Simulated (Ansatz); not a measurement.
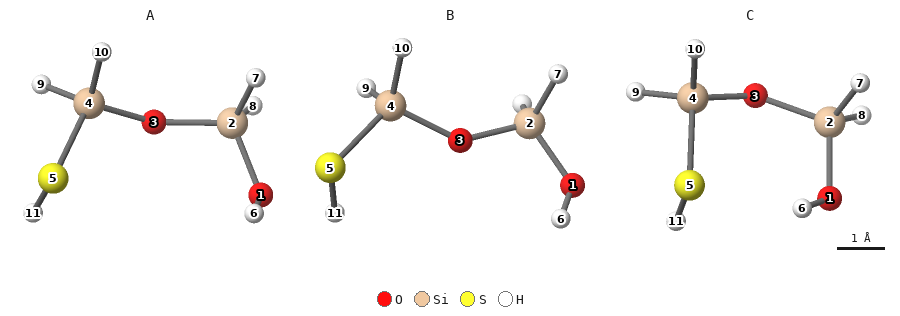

3 geometries from one relaxation of Si2H6SO2 (coarse preliminary run), in shuffled order. A ball-and-stick model, seen at a tilt.

The start comes from a force field.

The calculation used Ansatz, RKS PBE-D4/def2-SVP. Settings: force threshold 0.03 eV/Å; at most 200 steps.

**Order the frames from highest to lowest energy.**

B, A, C. They are steps 0, 12, 26, at +47.0 kJ/mol, +10.9 kJ/mol relative to the last. The energy falls by 47.0 kJ/mol in 23 accepted moves (26 points after the start). The largest force component goes from 1.9 to 0.011 eV/Å. The line search rejected the trial steps at points 6, 14, 21 of the run. The largest moves after the best rigid fit, 1.32 Å, are those of S5 and H6. By element the largest moves are S 1.32 Å, H 1.31 Å, O 1.27 Å, Si 0.23 Å. Near-neighbour distances that change, for instance: Si4–S5 2.071 → 2.180 Å, Si2–O3 1.631 → 1.692 Å, O1–Si2 1.614 → 1.669 Å, Si2–H8 1.445 → 1.492 Å. Among the angles between lasting bonds that change: S5–Si4–H10 113.3° → 103.3°, Si2–O1–H6 120.2° → 112.6°, Si2–O3–Si4 140.0° → 132.9°. Groups turn about O3–Si4 by about 135°, Si2–O3 by about 125°, O1–Si2 by about 30°.
